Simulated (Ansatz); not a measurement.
# One shape, several levels: singlet CH2BF

Aim: a comparison of 4 runs (B2PLYP/STO-3G, SVWN5/STO-3G, r2SCAN/STO-3G, BCCD(T)/STO-3G) of singlet CH2BF. 

The results are computed with Ansatz 0.2.0.

70 further runs of the same task are left out: 5 that didn't finish, 65 set aside as unsound or not needed.

## (1) The system as given

The species is CH2BF (5 atoms), meant as a singlet with charge 0. As SMILES of the parent species, `B[C]F`. Geometry: relaxed at GFN2-xTB. That shape belongs to the parent species and isn't relaxed for this state.

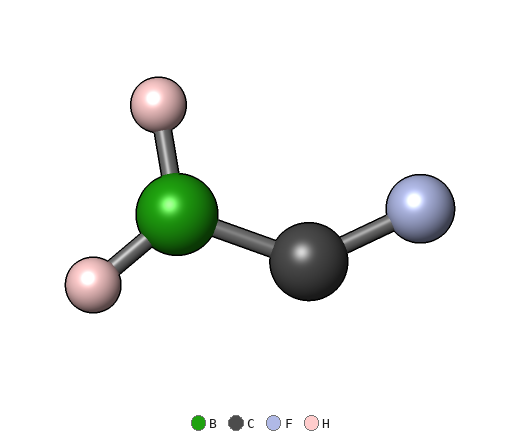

Viewed from a chosen angle; boron green, carbon dark grey, fluorine light blue, hydrogen pink.

## (2) The energy at B2PLYP/STO-3G (run 1)

in.yaml reads:

```yaml
basis:
  gaussian: {orbitals: STO-3G}
crystal:
  periodic: [false, false, false]
  atoms:
    - {symbol: B, position_ang: [-0.505570, -0.250120, -0.120900]}
    - {symbol: C, position_ang: [0.899880, 0.179790, -0.245440]}
    - {symbol: F, position_ang: [1.716060, 0.896670, 0.490070]}
    - {symbol: H, position_ang: [-0.994750, -0.904870, -0.953460]}
    - {symbol: H, position_ang: [-1.115610, 0.078530, 0.829720]}
accuracy: high
hamiltonian: {xc: {name: B2PLYP}}
correlation: {frozen_orbitals: {B: 1, C: 1, F: 1, H: 0}}
```

Launch:

```sh
$ ansatz run in.yaml --threads 1 --pin off --max-ram 2610MiB --events-out events.jsonl --progress --plain --runs-dir runs
```

What it wrote:

```text
Warning: RAYON_NUM_THREADS=1 ignored (pool sized by the plan → 1); use --threads N
Functional definition: B2PLYP
  name "B2PLYP"
  parameter a = 0.53
  parameter c = 0.27
  exchange = (1 - a)*b88_x + a*exact_x
  correlation = (1 - c)*lyp_c + c*(mp2_os + mp2_ss)
293 factors; integrals over basis functions are off by at most 2.8e-8 eV
mean field evaluation 1: about -4388.4696 eV, gradient 2.0e1 eV
mean field evaluation 2: about -4388.4542 eV, gradient 2.0e1 eV
mean field evaluation 4: about -4390.1301 eV, gradient 1.5e0 eV
mean field evaluation 8: about -4390.1507 eV, gradient 5.7e-2 eV
mean field evaluation 16: about -4390.1507 eV, gradient 3.6e-5 eV
mean field -4390.15067495 eV, -161.3350615535 hartree, gradient 8.7e-8 eV, S^2 0.000000; 2 other end points of the search recorded, 0 dependent functions left out; unrestricted orbitals would lower it
3 core orbitals not correlated: weight in the atoms' cores, before any rotation towards them, 1.000 or more for the frozen orbitals, at most 0.000 for the correlated occupied ones
reference -4390.15068945 eV, -161.3350620864 hartree; 8, 8 occupied and 6, 6 virtual orbitals, 293 factors
second order -4.89642853 eV of doubles, -0.00000000 eV of singles
Total energy: -4391.47272516 eV, -161.3836460024 hartree
```

Run time: 1 s. Hardware: 1 thread of AMD EPYC 7R43 (Zen 3), shared host; peak memory 0.11 GiB.

## (3) The energy at SVWN5/STO-3G (run 2)

run.yaml reads:

```yaml
crystal:
  periodic: [false, false, false]
  atoms:
    - {symbol: B, position_ang: [-0.505570, -0.250120, -0.120900]}
    - {symbol: C, position_ang: [0.899880, 0.179790, -0.245440]}
    - {symbol: F, position_ang: [1.716060, 0.896670, 0.490070]}
    - {symbol: H, position_ang: [-0.994750, -0.904870, -0.953460]}
    - {symbol: H, position_ang: [-1.115610, 0.078530, 0.829720]}
basis:
  gaussian:
    orbitals: STO-3G
accuracy: high
hamiltonian:
  xc: {name: SVWN5}
magnetization:
  spin_polarized: false
```

Launch:

```sh
$ ansatz run run.yaml --threads 1 --pin off --max-ram 2610MiB --events-out events.jsonl --progress --plain --runs-dir runs
```

What it wrote:

```text
Warning: RAYON_NUM_THREADS=1 ignored (pool sized by the plan → 1); use --threads N
Functional definition: SVWN5
  name "SVWN5"
  exchange = slater_x
  correlation = vwn5_c
293 factors; integrals over basis functions are off by at most 2.8e-8 eV
mean field evaluation 1: about -4356.0819 eV, gradient 4.3e1 eV
mean field evaluation 2: about -4313.6307 eV, gradient 8.4e1 eV
mean field evaluation 4: about -4361.6177 eV, gradient 1.1e1 eV
mean field evaluation 8: about -4358.6863 eV, gradient 1.1e1 eV
mean field evaluation 16: about -4362.0801 eV, gradient 1.5e0 eV
mean field -4362.08897678 eV, -160.3038131667 hartree, gradient 9.1e-8 eV, S^2 0.000000; 0 other end points of the search recorded, 0 dependent functions left out
reference -4362.08897819 eV, -160.3038132183 hartree; 11, 11 occupied and 6, 6 virtual orbitals, 293 factors
Total energy: -4362.08897819 eV, -160.3038132183 hartree
```

Run time: 0.63 s. Hardware: 1 thread of AMD EPYC 7R43 (Zen 3), shared host; peak memory 0.1 GiB.

Run 3 isn't shown in full; the table further down has it.

## (4) The energy at BCCD(T)/STO-3G (run 4)

input.yaml reads:

```yaml
basis:
  gaussian:
    orbitals: STO-3G
crystal:
  periodic: [false, false, false]
  atoms:
    - {symbol: B, position_ang: [-0.505570, -0.250120, -0.120900]}
    - {symbol: C, position_ang: [0.899880, 0.179790, -0.245440]}
    - {symbol: F, position_ang: [1.716060, 0.896670, 0.490070]}
    - {symbol: H, position_ang: [-0.994750, -0.904870, -0.953460]}
    - {symbol: H, position_ang: [-1.115610, 0.078530, 0.829720]}
accuracy: high
correlation:
  method: bccd_t
  frozen_orbitals: {B: 1, C: 1, F: 1, H: 0}
magnetization:
  spin_polarized: false
scf:
  omitted_lower_state_checks: [cluster_reference, increment]
```

Launch:

```sh
$ ansatz run input.yaml --threads 1 --pin off --max-ram 2610MiB --events-out events.jsonl --progress --plain --runs-dir runs
```

What it wrote:

```text
Warning: RAYON_NUM_THREADS=1 ignored (pool sized by the plan → 1); use --threads N
[... 12 lines left out ...]
3 core orbitals not correlated: weight in the atoms' cores, before any rotation towards them, 1.000 or more for the frozen orbitals, at most 0.000 for the correlated occupied ones
[... 38 lines left out ...]
Total energy: -4379.97797698 eV, -160.9612217984 hartree
Checks for a lower state left out: cluster_reference, increment
```

It took 0.22 s on 1 thread of AMD EPYC 7R43 (Zen 3), shared host.

## (5) All runs side by side

```
run           level  frozen core orbitals  energy (Eh)  wall time
  1   B2PLYP/STO-3G                     3  -161.383646        1 s
  2    SVWN5/STO-3G                     –  -160.303813     0.63 s
  3   r2SCAN/STO-3G                     –  -161.543537      1.7 s
  4  BCCD(T)/STO-3G                     3  -160.961222     0.22 s
```

## (6) Summary of results

```
                                          quantity          value
                               run 4: total energy  -160.96122 Eh
run 4: correlation energy (3 core orbitals frozen)     -165.6 mEh
                             run 4: (T) correction     -10.08 mEh
```

**Reading.** Totals of different functionals can't be ranked against each other. In runs 1, 4 the log says that unrestricted orbitals would lower the reference, so the values rest on an unstable closed-shell determinant (other closed-shell runs at this shape may share the fault). In runs 1, 2, 3, 4 the basis is minimal, so the values are rough. All runs together took 3.5 s, the longest 1.7 s.
